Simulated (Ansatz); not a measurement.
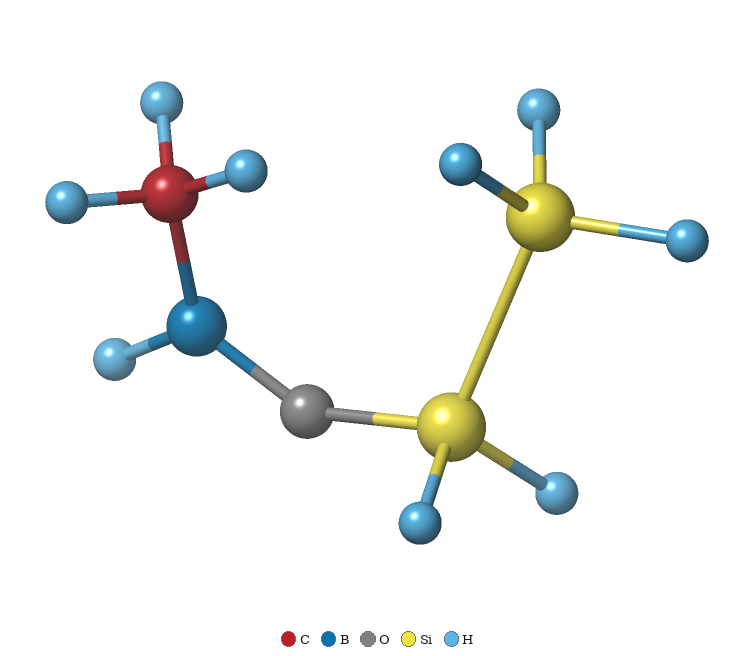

Computed geometry: PBE-D4/def2-SVP optimisation. No frequency run is at hand to confirm it as a minimum.

Draw it as a skeletal formula.

SMILES: CBO[SiH2][SiH3]

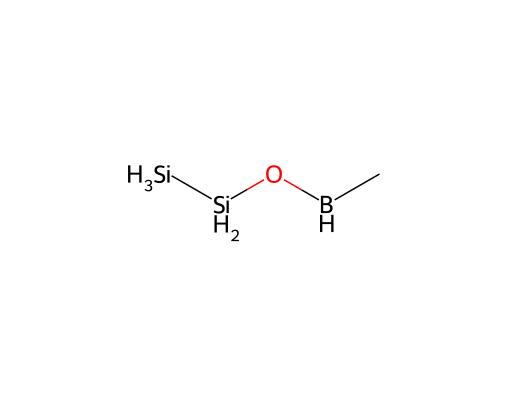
